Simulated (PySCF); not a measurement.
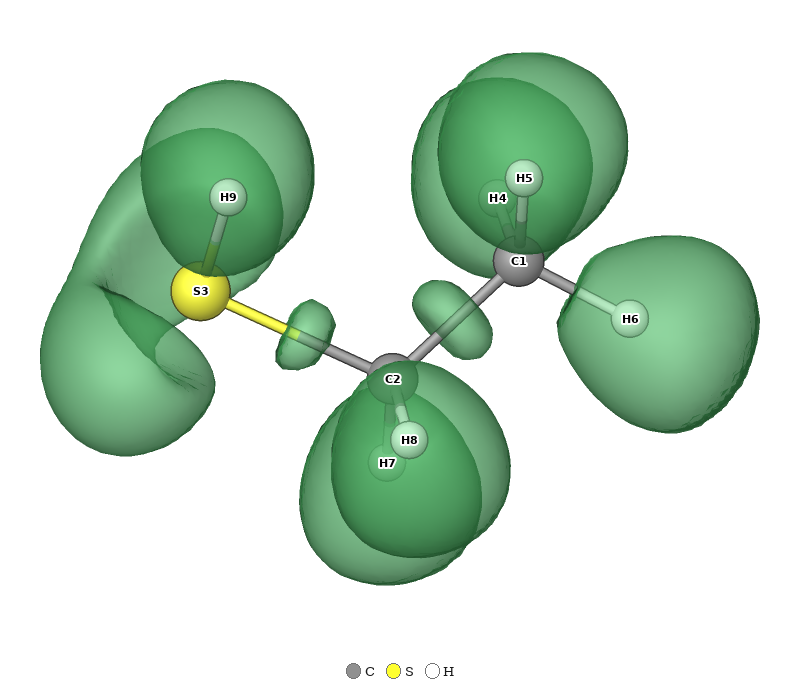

The picture shows: C2H6S. Isosurface of the electron localisation function at 0.85 (green), seen at a tilt. Only the valence region is drawn (cores and ρ < 0.01 e/Å³ removed).

Geometry: GFN2-xTB.

All numbers below come from mPW1PW91/pcSseg-1, SCF density, in a chloroform solvent model, non-relativistic (PySCF 2.14.0).

```tsv
atom	x (Å)	y (Å)	z (Å)
C	-0.9057	0.2945	-0.0746
C	0.3222	-0.5796	-0.2346
S	1.6025	-0.2110	1.0195
H	-1.3185	0.1894	0.9261
H	-0.6575	1.3417	-0.2382
H	-1.6646	0.0015	-0.7975
H	0.0810	-1.6303	-0.0777
H	0.7762	-0.4621	-1.2186
H	1.7779	1.0619	0.6704
```

### Where are the electrons localised?

At this value the surface marks out one region between bonded C–C atoms (shared pairs), one region between bonded C–S atoms (shared pairs), six regions around hydrogen nuclei and one region wrapped around S (its lone pairs, merged into a ring or cap). Profiles from the grid: C–C (1.52 Å): the ELF peaks at about 0.95 between the atoms; a covalent bond. C–S (1.83 Å): the ELF peaks at about 0.90 between the atoms; a covalent bond.
